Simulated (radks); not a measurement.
**Ionising manganese step by step, Mn¹³⁺ to Mn²⁴⁺**

How much does each further electron of manganese cost? Each ion is computed in its NIST ground configuration. Each value is a difference of total energies (Δ-SCF).

Program: radks (a radial shooting solver on a logarithmic mesh, Libxc functionals) version 1. Level of theory: scalar-relativistic Kohn-Sham, BLYP, spin-polarised, spherical densities, finite nucleus; open shells are filled with parallel spins first. These are calculated values, not measurements, unless marked.

**1. The atom as given**

```
element             : manganese (Z = 25)
charges             : 13 to 24
first configuration : [Ne] 3s2
last configuration  : 1s1
```

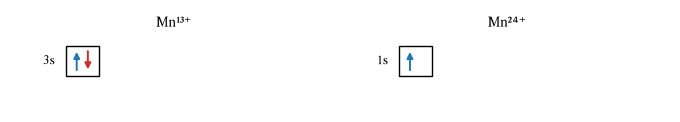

Occupation of the outer shells (arrows by Hund's rule).

**2. Mn¹³⁺, [Ne] 3s2**

Settings of this run:

```text
Z 25
configuration [Ne] 3s2 3p0 4s0
relativity scalar-relativistic
functional b88,lyp
spin polarised
nucleus finite rms 3.7057 fm
c 137.035999084
```

**3. Mn¹⁴⁺, [Ne] 3s1**

Input: that of step 2 with these lines changed.

```diff
@@ -1,3 +1,3 @@
 Z 25
-configuration [Ne] 3s2 3p0 4s0
+configuration [Ne] 3s1
 relativity scalar-relativistic
```

**4. Mn¹⁵⁺, [Ne]**

Input: that of step 3 with these lines changed.

```diff
@@ -1,3 +1,3 @@
 Z 25
-configuration [Ne] 3s1
+configuration [Ne]
 relativity scalar-relativistic
```

**5. Mn¹⁶⁺, [He] 2s2 2p5**

Input: that of step 4 with these lines changed.

```diff
@@ -1,3 +1,3 @@
 Z 25
-configuration [Ne]
+configuration [He] 2s2 2p5
 relativity scalar-relativistic
```

**6. Mn¹⁷⁺, [He] 2s2 2p4**

Input: that of step 5 with these lines changed.

```diff
@@ -1,3 +1,3 @@
 Z 25
-configuration [He] 2s2 2p5
+configuration [He] 2s2 2p4
 relativity scalar-relativistic
```

**7. Mn¹⁸⁺, [He] 2s2 2p3**

Input: that of step 6 with these lines changed.

```diff
@@ -1,3 +1,3 @@
 Z 25
-configuration [He] 2s2 2p4
+configuration [He] 2s2 2p3
 relativity scalar-relativistic
```

**8. Mn¹⁹⁺, [He] 2s2 2p2**

Input: that of step 7 with these lines changed.

```diff
@@ -1,3 +1,3 @@
 Z 25
-configuration [He] 2s2 2p3
+configuration [He] 2s2 2p2
 relativity scalar-relativistic
```

**9. Mn²⁰⁺, [He] 2s2 2p1**

Input: that of step 8 with these lines changed.

```diff
@@ -1,3 +1,3 @@
 Z 25
-configuration [He] 2s2 2p2
+configuration [He] 2s2 2p1
 relativity scalar-relativistic
```

**10. Mn²¹⁺, [He] 2s2**

Input: that of step 9 with these lines changed.

```diff
@@ -1,3 +1,3 @@
 Z 25
-configuration [He] 2s2 2p1
+configuration [He] 2s2 2p0 3s0
 relativity scalar-relativistic
```

**11. Mn²²⁺, [He] 2s1**

Input: that of step 10 with these lines changed.

```diff
@@ -1,3 +1,3 @@
 Z 25
-configuration [He] 2s2 2p0 3s0
+configuration [He] 2s1
 relativity scalar-relativistic
```

**12. Mn²³⁺, [He]**

Input: that of step 11 with these lines changed.

```diff
@@ -1,3 +1,3 @@
 Z 25
-configuration [He] 2s1
+configuration [He]
 relativity scalar-relativistic
```

**13. Mn²⁴⁺, 1s1**

Input: that of step 12 with these lines changed.

```diff
@@ -1,3 +1,3 @@
 Z 25
-configuration [He]
+configuration 1s1 2s0 2p0
 relativity scalar-relativistic
```

**Question.** What will these runs give? Wanted: for each run, species; configuration; Δ-SCF; −ε(HOMO); NIST; error.

As calculated:

| species | configuration | Δ-SCF (eV) | −ε(HOMO) (eV) | NIST (eV) | error (%) |
| --- | --- | --- | --- | --- | --- |
| Mn¹³⁺ | [Ne] 3s2 | 403.70 | 390.10 | 403.0 (semi-emp.) | +0.2 |
| Mn¹⁴⁺ | [Ne] 3s1 | 437.61 | 423.34 | 435.17 (semi-emp.) | +0.6 |
| Mn¹⁵⁺ | [Ne] | 1137.1 | 1092.9 | 1134 (semi-emp.) | +0.3 |
| Mn¹⁶⁺ | [He] 2s2 2p5 | 1226.5 | 1181.8 | 1224 (semi-emp.) | +0.2 |
| Mn¹⁷⁺ | [He] 2s2 2p4 | 1316.1 | 1271.5 | 1320 (semi-emp.) | -0.3 |
| Mn¹⁸⁺ | [He] 2s2 2p3 | 1440.8 | 1392.0 | 1431 (semi-emp.) | +0.7 |
| Mn¹⁹⁺ | [He] 2s2 2p2 | 1539.2 | 1490.1 | 1537 (semi-emp.) | +0.1 |
| Mn²⁰⁺ | [He] 2s2 2p1 | 1637.3 | 1588.7 | 1643 (semi-emp.) | -0.4 |
| Mn²¹⁺ | [He] 2s2 | 1785.7 | 1749.1 | 1789 (semi-emp.) | -0.2 |
| Mn²²⁺ | [He] 2s1 | 1883.3 | 1845.4 | 1879.9 (theory) | +0.2 |
| Mn²³⁺ | [He] | 8148.1 | 7993.9 | 8140.8 (theory) | +0.1 |
| Mn²⁴⁺ | 1s1 | 8573.8 | 8415.8 | 8572.0 (theory) | +0.0 |

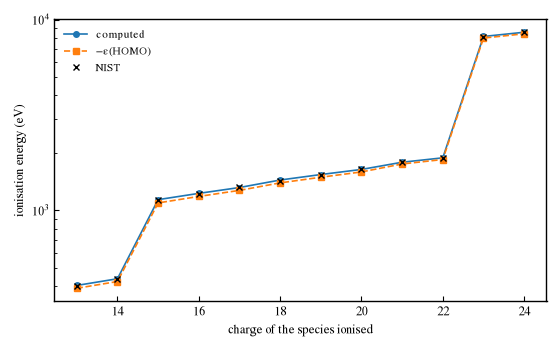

Ionisation energy against charge, on a logarithmic scale.

**Reading.** Reference values: NIST Atomic Spectra Database (exp. measured, semi-emp. semi-empirical, theory a theoretical value adopted there). Per unit of the charge left behind, the cost jumps most at Mn²³⁺ ([He]): from 1883.3 to 8148.1 eV. There the highest level belongs to another shell. Against the measured or semi-empirical entries the Δ-SCF values err by +0.1 % on average (signed), at worst +0.7 % (Mn¹⁸⁺). Minus the highest eigenvalue gives 96 to 98 % of the Δ-SCF value along the ladder. Open shells are spherical and high-spin; term and fine-structure splittings are not resolved.
